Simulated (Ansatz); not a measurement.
GeH6NSi (charge +1)

The calculation's input:

```
basis:
  gaussian:
    orbitals: def2-TZVPD
crystal:
  periodic: [false, false, false]
  atoms:
    - {symbol: Ge, position_ang: [1.557951, 0.252020, -1.412751]}
    - {symbol: "N", position_ang: [-0.032046, -0.793604, -0.437787]}
    - {symbol: Si, position_ang: [0.511096, -0.035461, 1.112399]}
    - {symbol: H, position_ang: [0.619905, 1.531417, -1.279826]}
    - {symbol: H, position_ang: [1.828017, 0.550941, 0.508996]}
    - {symbol: H, position_ang: [0.931531, -1.065417, 2.084114]}
    - {symbol: H, position_ang: [0.056601, -1.811732, -0.498727]}
    - {symbol: H, position_ang: [-0.412971, 1.038373, 1.522628]}
    - {symbol: H, position_ang: [-0.966434, -0.532026, -0.764134]}
total_charge: 1
hamiltonian:
  xc: {name: PBE0}
output:
  forces: true
  orbitals: {seedname: orbitals}
```

Command:

```sh
ansatz run input.yaml --threads 2 --pin off --max-ram 4350MiB --events-out events.jsonl --progress --plain --runs-dir runs
```

Geometry: PBE0-D3(BJ)/def2-SVP.

The calculation used isolated molecule in a Gaussian basis; Kohn-Sham density functional theory, functional PBE0 in Ansatz 0.2.0.

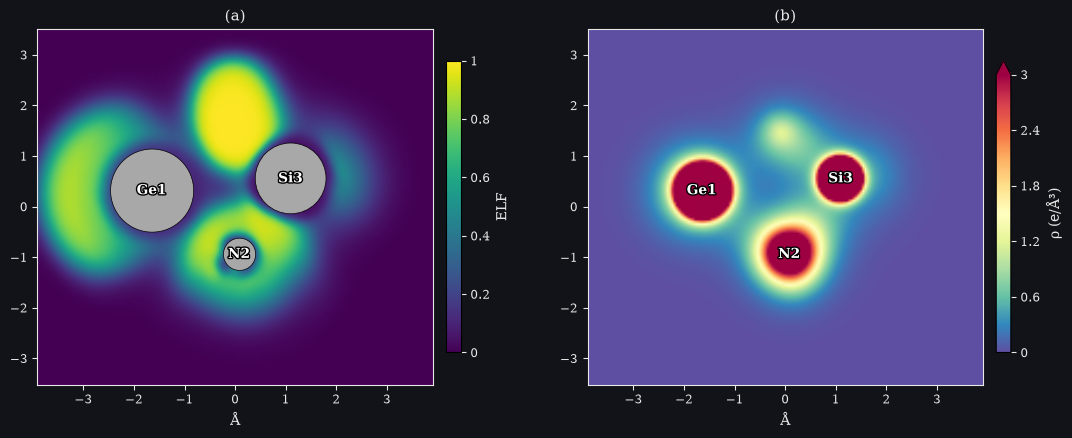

Figure 1. (a) electron localisation function; (b) electron density on the plane of atoms Ge1, Si3 and N2. Grey discs cover the atomic cores in the ELF map.

Question: Describe what can be read from this map.

Answer:
- Atoms in the plane: Ge, N and Si.
- Si–N (1.81 Å): the density is about 0.96 e/Å³ at the midpoint; the ELF peaks at about 0.95 between the atoms (a shared but strongly polarised pair).
- Ge–N (2.14 Å): the density is about 0.53 e/Å³ at the midpoint; the ELF peaks at about 0.90 in the valence shell of N, 0.7 Å from its nucleus, and is about 0.45 at the midpoint.
- Si–Ge (2.75 Å): ρ at the midpoint is about 0.27 e/Å³; the ELF is about 0.20 at the midpoint.

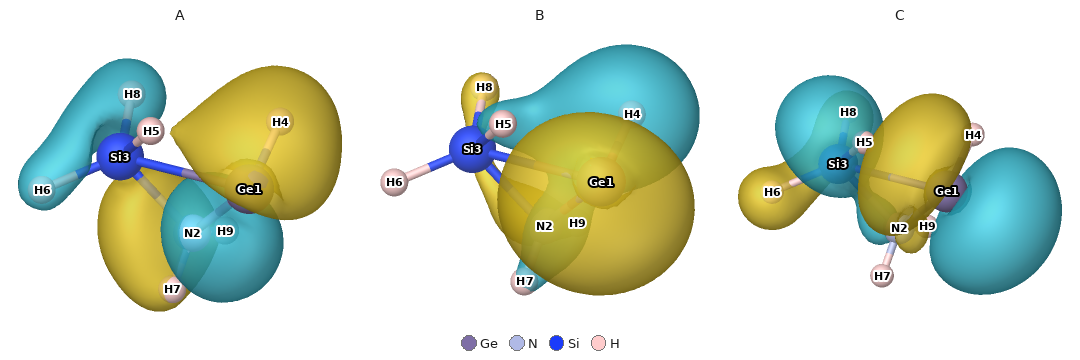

Figure 2. Three frontier orbitals at ±0.08 Å⁻³ᐟ² (yellow and cyan are the two phases), in no order.

Question: Which picture is the HOMO−1, the HOMO and the LUMO?

Answer: A is the HOMO−1 (−15.09 eV). By Hirshfeld shares it lies mainly on N2 (about 45 %), Ge1 (about 25 %), H4 (about 10 %) and Si3 (about 10 %). B is the HOMO (−12.43 eV). Its weight (Hirshfeld) is mainly on Ge1 (about 65 %) and H4 (about 20 %). C is the LUMO (−7.00 eV). By Hirshfeld shares it lies mainly on Ge1 (about 65 %), Si3 (about 20 %) and H5 (about 5 %).

Question: What is the HOMO–LUMO gap?

Answer: 5.43 eV between the orbital energies.

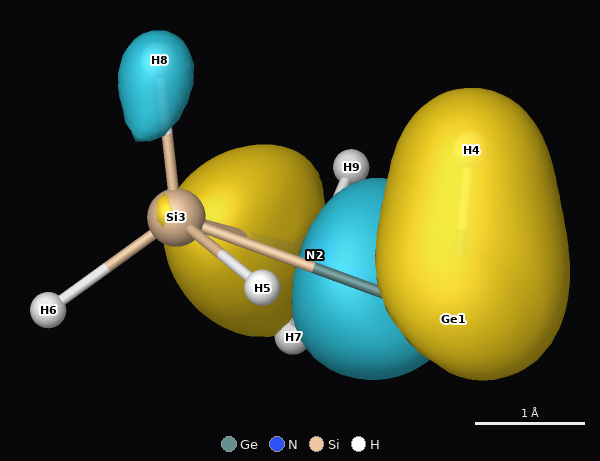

Figure 3. The HOMO−1 at ±0.15 Å⁻³ᐟ² (yellow and cyan are the two phases), seen from one side.

Question: Where does this orbital lie, and at what energy?

Answer: By Hirshfeld shares it lies mainly on N2 (about 45 %), Ge1 (about 25 %), H4 (about 10 %) and Si3 (about 10 %). Its energy is −15.09 eV.
